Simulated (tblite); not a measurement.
Geometry relaxation, with input and output: Si2H4O2F

- system: Si2H4O2F, multiplicity 2, SMILES O[Si](F)O[SiH3]
- method: GFN2-xTB geometry optimisation, gas phase (tblite 0.8.0)

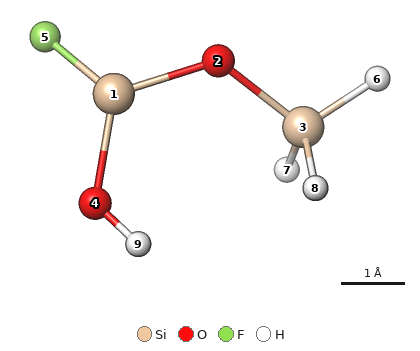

The starting structure (ball-and-stick view, seen at a tilt; atoms are numbered from 1 in the order of the input). Bond lengths as drawn: F–Si 1.66 Å, H–O 0.98 Å, H–Si 1.39 to 1.45 Å and O–Si 1.76 to 1.77 Å.

Input file:
```
{"job": {"kind": "relax", "xc": "GFN2-xTB", "basis": "xTB"}, "charge": 0, "multiplicity": 2}
Si     0.009568     0.802738     0.745092
O     -1.556090     0.179637     1.241725
Si    -2.663508    -0.708504     0.179844
O      0.364861     0.805594    -0.993541
F      1.282489     0.402289     1.731499
H     -3.771458    -1.190053     0.933045
H     -2.007063    -1.779238    -0.424992
H     -3.146238     0.179733    -0.861336
H     -0.342170     0.790077    -1.675033
```

The first line tells a small driver script what to run in tblite; the rest is the geometry in Å.

Machine: 1 CPU thread, shared host.

Command:
```bash
OMP_NUM_THREADS=1 python <driver script> task.json out
```

Log:
```
step      E/eV     max force
  0    -502.31790    2.996
  1    -502.70935    2.371
  2    -503.17598    2.470
  3    -503.29031    1.260
  4    -503.42072    0.980
  5    -503.48154    0.780
  6    -503.51431    0.461
  7    -503.52824    0.397
  8    -503.54893    0.413
  9    -503.56457    0.403
 10    -503.57353    0.214
 11    -503.57723    0.165
 12    -503.58185    0.237
 13    -503.58842    0.349
 14    -503.59566    0.351
 15    -503.60004    0.179
 16    -503.60231    0.149
 17    -503.60475    0.166
 18    -503.60750    0.192
 19    -503.61040    0.186
 20    -503.61322    0.150
 21    -503.61583    0.214
 22    -503.61824    0.222
 23    -503.62062    0.163
 24    -503.62311    0.193
 25    -503.62638    0.184
 26    -503.63174    0.251
 27    -503.63864    0.286
 28    -503.64321    0.210
 29    -503.64509    0.264
 30    -503.64633    0.189
 31    -503.64804    0.124
 32    -503.65048    0.154
 33    -503.65441    0.259
 34    -503.65926    0.326
 35    -503.66505    0.291
 36    -503.66998    0.261
 37    -503.67348    0.157
 38    -503.66805    0.869
 39    -503.68001    0.189
 40    -503.68457    0.193
 41    -503.69348    0.701
 42    -503.70060    0.118
 43    -503.70631    0.125
 44    -503.70965    0.406
 45    -503.71278    0.145
 46    -503.71592    0.125
 47    -503.71827    0.141
 48    -503.72008    0.109
 49    -503.72180    0.114
 50    -503.72293    0.223
 51    -503.72463    0.135
 52    -503.72587    0.089
 53    -503.72771    0.043
 54    -503.72818    0.080
 55    -503.72851    0.084
 56    -503.72874    0.064
 57    -503.72890    0.053
 58    -503.72909    0.042
 59    -503.72937    0.047
 60    -503.72966    0.044
 61    -503.72985    0.029
 62    -503.72993    0.020
 63    -503.72997    0.026
 64    -503.73001    0.019
 65    -503.73006    0.021
 66    -503.73016    0.039
 67    -503.73026    0.035
 68    -503.73036    0.023
 69    -503.73041    0.017
 70    -503.73044    0.023
 71    -503.73048    0.029
 72    -503.73054    0.033
 73    -503.73062    0.031
 74    -503.73074    0.028
 75    -503.73089    0.027
 76    -503.73102    0.026
 77    -503.73114    0.027
 78    -503.73123    0.031
 79    -503.73133    0.026
 80    -503.73145    0.047
 81    -503.73162    0.052
 82    -503.73184    0.054
 83    -503.73204    0.025
 84    -503.73213    0.015
 85    -503.73217    0.011
 86    -503.73218    0.012
 87    -503.73219    0.007
```

Trajectory as extended XYZ (Å, eV, eV/Å), 11 of the 30 frames kept, from step=0 to step=87:
```
9
Properties=species:S:1:pos:R:3:forces:R:3 step=0 energy=-502.31790
Si    0.0096    0.8027    0.7451   -1.3750   0.5830  -0.9040
O    -1.5561    0.1796    1.2417    1.2180  -0.7830  -2.6230
Si   -2.6635   -0.7085    0.1798    0.8550   2.1020   1.5900
O     0.3649    0.8056   -0.9935   -1.0100  -0.5740   2.0060
F     1.2825    0.4023    1.7315   -1.0440  -0.3740  -1.0700
H    -3.7715   -1.1901    0.9330   -0.3780  -0.0610   0.6930
H    -2.0071   -1.7792   -0.4250    0.9850  -1.2150  -0.6260
H    -3.1462    0.1797   -0.8613    0.0620   0.3450  -0.1220
H    -0.3422    0.7901   -1.6750    0.6860  -0.0240   1.0550
9
Properties=species:S:1:pos:R:3:forces:R:3 step=9 energy=-503.56457
Si   -0.1485    0.9640    0.7110    0.2200  -0.2410   0.1150
O    -1.4837    0.0887    1.0148    0.1650   0.2410   0.1330
Si   -2.6176   -0.7046    0.1704   -0.2120  -0.2750  -0.2040
O     0.3617    0.7491   -0.8154   -0.2290   0.1630  -0.1050
F     1.0791    0.3142    1.5338   -0.2390   0.0510  -0.0110
H    -3.6896   -1.1025    1.0766    0.1880   0.0980   0.0960
H    -1.9388   -1.8452   -0.4505   -0.1000   0.0430  -0.0250
H    -3.1123    0.2432   -0.8383    0.0170  -0.0600  -0.0300
H    -0.2799    0.7753   -1.5260    0.1900  -0.0210   0.0320
9
Properties=species:S:1:pos:R:3:forces:R:3 step=18 energy=-503.60750
Si   -0.1518    0.9661    0.7245    0.1250  -0.0990  -0.0140
O    -1.5030    0.1157    0.9833    0.1000   0.1040   0.0300
Si   -2.6202   -0.7204    0.1541   -0.0810  -0.1490  -0.0890
O     0.3545    0.8376   -0.8106    0.0360   0.0790  -0.0390
F     1.0157    0.2437    1.5707   -0.1100   0.0360  -0.0770
H    -3.5920   -1.0521    1.1851    0.0180  -0.0100  -0.0440
H    -1.9774   -1.8740   -0.4933   -0.0890   0.1030   0.0880
H    -3.1167    0.1988   -0.8800   -0.0500  -0.0720   0.0150
H    -0.2388    0.7670   -1.5575    0.0510   0.0090   0.1310
9
Properties=species:S:1:pos:R:3:forces:R:3 step=27 energy=-503.63864
Si   -0.1019    0.9873    0.7270    0.1590  -0.0850   0.0920
O    -1.5062    0.1998    0.7990    0.1720   0.1510   0.1720
Si   -2.6589   -0.7326    0.1549   -0.0470  -0.2320  -0.1390
O     0.4502    1.0524   -0.7950   -0.1840  -0.0260  -0.0560
F     0.9589    0.1000    1.5689   -0.1190   0.0710  -0.1230
H    -3.5293   -1.0349    1.2727   -0.0870  -0.0060   0.0810
H    -2.0512   -1.9184   -0.4509    0.0360  -0.0190   0.0450
H    -3.2513    0.0705   -0.9063   -0.1450   0.0960  -0.0960
H    -0.1399    0.7583   -1.4939    0.2150   0.0480   0.0250
9
Properties=species:S:1:pos:R:3:forces:R:3 step=36 energy=-503.66998
Si   -0.1015    0.9891    0.7348    0.0210  -0.0800  -0.0340
O    -1.5320    0.2510    0.7079   -0.0110   0.0580  -0.0670
Si   -2.6882   -0.7425    0.1426   -0.0260  -0.0550   0.0590
O     0.4732    1.2422   -0.7532   -0.1340  -0.0820  -0.1350
F     0.8982   -0.0379    1.4885   -0.0380   0.0340  -0.0600
H    -3.4882   -0.9996    1.3244   -0.1250  -0.0390   0.1070
H    -2.0564   -1.9615   -0.3678    0.0080   0.0770  -0.0540
H    -3.4295   -0.0231   -0.8993    0.1300  -0.0180   0.0250
H     0.0948    0.7647   -1.5017    0.1760   0.1070   0.1600
9
Properties=species:S:1:pos:R:3:forces:R:3 step=42 energy=-503.70060
Si   -0.1202    0.9777    0.7167   -0.0130   0.0350  -0.0230
O    -1.5680    0.2926    0.6063   -0.0670   0.0550   0.0160
Si   -2.7252   -0.7606    0.1704   -0.0440  -0.0380   0.0960
O     0.4723    1.3773   -0.7267   -0.0020  -0.0730  -0.0330
F     0.8331   -0.1462    1.3880    0.0170  -0.0010  -0.0490
H    -3.4910   -0.9812    1.3908   -0.0090  -0.0330   0.0090
H    -2.0519   -1.9622   -0.3183   -0.0270  -0.0260  -0.0300
H    -3.5122   -0.1052   -0.8728    0.0550   0.0140  -0.0240
H     0.3335    0.7901   -1.4782    0.0880   0.0680   0.0380
9
Properties=species:S:1:pos:R:3:forces:R:3 step=51 energy=-503.72463
Si   -0.1643    0.9648    0.6685   -0.0150  -0.0160   0.0410
O    -1.6519    0.3625    0.5823   -0.0110  -0.0190  -0.0520
Si   -2.7665   -0.7724    0.2180    0.0620  -0.0500   0.1090
O     0.4786    1.4667   -0.7166   -0.0370  -0.0140  -0.0100
F     0.7596   -0.2522    1.2151   -0.0170   0.0180  -0.0380
H    -3.5094   -0.9958    1.4568    0.0650   0.0180  -0.0500
H    -2.0652   -1.9662   -0.2557   -0.0130  -0.0060   0.0290
H    -3.5728   -0.1912   -0.8457   -0.0430   0.0750  -0.0670
H     0.6624    0.8659   -1.4464    0.0080  -0.0050   0.0390
9
Properties=species:S:1:pos:R:3:forces:R:3 step=60 energy=-503.72966
Si   -0.1841    0.9605    0.6574   -0.0190   0.0050  -0.0180
O    -1.6765    0.3885    0.4997   -0.0020   0.0100   0.0040
Si   -2.7796   -0.7793    0.2239    0.0250  -0.0330   0.0140
O     0.4889    1.5066   -0.6978   -0.0070  -0.0130   0.0080
F     0.7087   -0.3062    1.1351    0.0290  -0.0160   0.0170
H    -3.4693   -0.9812    1.4942    0.0070   0.0260  -0.0140
H    -2.0805   -1.9873   -0.2140   -0.0090   0.0010  -0.0040
H    -3.6117   -0.2181   -0.8348   -0.0280   0.0040  -0.0090
H     0.7744    0.8987   -1.3874    0.0030   0.0160   0.0010
9
Properties=species:S:1:pos:R:3:forces:R:3 step=69 energy=-503.73041
Si   -0.1875    0.9535    0.6536   -0.0100  -0.0020  -0.0080
O    -1.6799    0.3899    0.4696   -0.0060  -0.0080  -0.0070
Si   -2.7831   -0.7848    0.2237    0.0010  -0.0020   0.0020
O     0.4946    1.5192   -0.6886    0.0120  -0.0020   0.0120
F     0.7007   -0.3224    1.1194    0.0110   0.0050   0.0050
H    -3.4569   -0.9556    1.5059    0.0000  -0.0090   0.0080
H    -2.0890   -1.9968   -0.2102   -0.0110   0.0040   0.0080
H    -3.6406   -0.2416   -0.8253    0.0000   0.0070  -0.0080
H     0.8120    0.9208   -1.3719    0.0020   0.0060  -0.0110
9
Properties=species:S:1:pos:R:3:forces:R:3 step=78 energy=-503.73123
Si   -0.1926    0.9454    0.6485   -0.0040   0.0050  -0.0020
O    -1.6716    0.3721    0.3924    0.0020   0.0010  -0.0060
Si   -2.7991   -0.7919    0.2200    0.0280  -0.0120   0.0070
O     0.5291    1.5410   -0.6590    0.0080  -0.0090  -0.0180
F     0.6987   -0.3257    1.1215   -0.0160  -0.0060   0.0120
H    -3.4292   -0.9267    1.5294   -0.0120  -0.0050  -0.0090
H    -2.1259   -2.0200   -0.2000   -0.0130  -0.0070   0.0040
H    -3.6801   -0.2676   -0.8196    0.0060   0.0120   0.0150
H     0.8411    0.9557   -1.3568    0.0020   0.0220  -0.0020
9
Properties=species:S:1:pos:R:3:forces:R:3 step=87 energy=-503.73219
Si   -0.1975    0.9397    0.6387   -0.0030   0.0000   0.0010
O    -1.6577    0.3496    0.3165    0.0000   0.0020  -0.0020
Si   -2.8046   -0.8029    0.2184    0.0070  -0.0020   0.0000
O     0.5612    1.5600   -0.6353    0.0010  -0.0010   0.0020
F     0.6805   -0.3298    1.1391    0.0000   0.0000   0.0010
H    -3.4062   -0.9026    1.5446   -0.0010  -0.0020   0.0010
H    -2.1666   -2.0538   -0.1887   -0.0020   0.0040   0.0000
H    -3.7066   -0.2779   -0.8017   -0.0020   0.0000  -0.0010
H     0.8680    1.0000   -1.3553    0.0010  -0.0010  -0.0030
```

Key numbers:

- outcome: converged
- total energy: −503.7322 eV
- wall time: 1.4 s
- peak memory: 0.18 GiB
